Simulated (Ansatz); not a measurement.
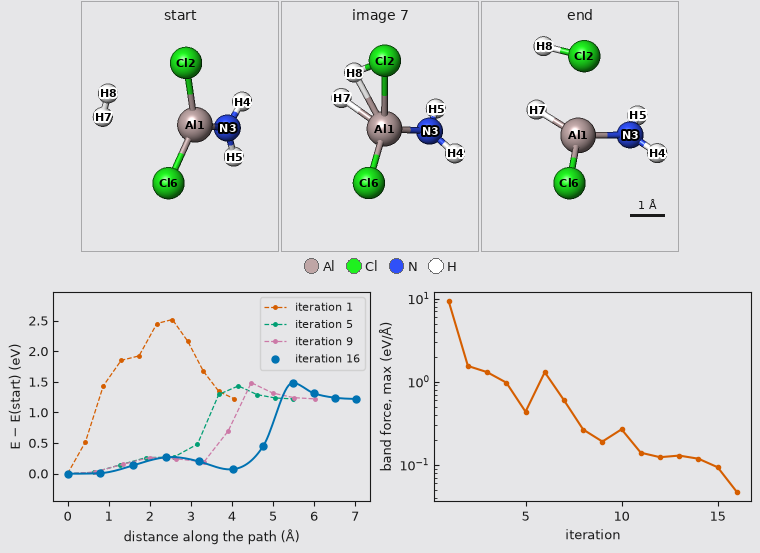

A nudged-elastic-band calculation for AlNH4Cl2, made up at the start of AlNH2Cl2 and H2. Images are numbered from 0 (start) to 10 (end). The plot follows the band through its iterations. A ball-and-stick model, seen at a tilt.

The calculation used RKS B3LYP/def2-SVP (Ansatz 0.2.0). Run with 9 movable images; climbing image; force threshold 0.05 eV/Å; iteration limit 60; spring constant 0.1 eV/Å²; starting path through a guess of the saddle point.

Judge this run.

The run is converged, with reservations. The band converged in 16 iterations. The largest component of the band force went from 9.3 to 0.047 eV/Å. The climbing image converged on the top of the path. Its curvatures weren't checked. The spring constant is far from the usual few eV/Å², which spoils the spacing or the steps. The first iteration put the highest image at 2.52 eV. The energy climbs by 1.48 eV to image 7 and then falls by 0.26 eV, so the end point sits at +1.22 eV. The profile has 2 maxima (images 3, 7) with a dip at image 5 (+0.07 eV), so the process runs in steps.

Limits of the set-up: the start holds two separate molecules, 2.9 Å apart at their closest, whose relative position is a soft coordinate and is computed without a dispersion correction.
